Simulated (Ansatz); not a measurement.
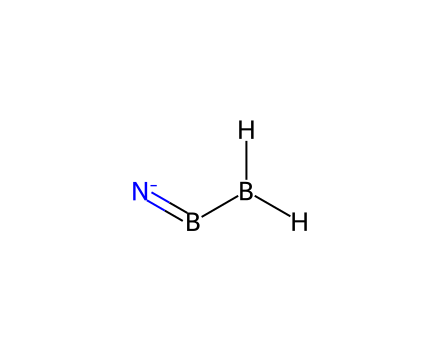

The drawing above gives the connectivity. The species has charge −1 and is a spin singlet. Computed geometry: PBE0-D4/def2-TZVPD optimisation. No frequency run is at hand to confirm it as a minimum.

What does the molecule look like in three dimensions?

The species is B₂H₂N⁻. Its SMILES string is `BB=[N-]`. Among its groups: B–H bond. The point group is C2v. All atoms lie on one plane. Coordination: 1 B trigonal planar; 1 B linear.

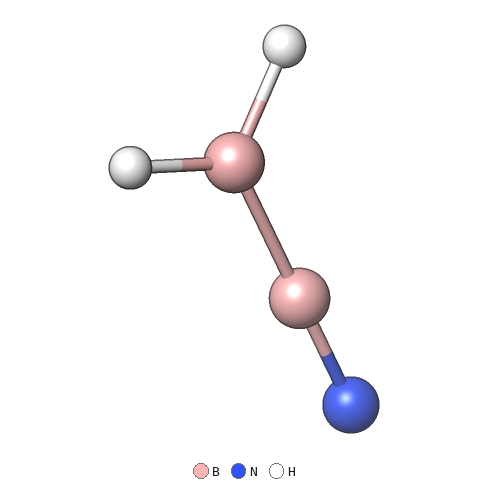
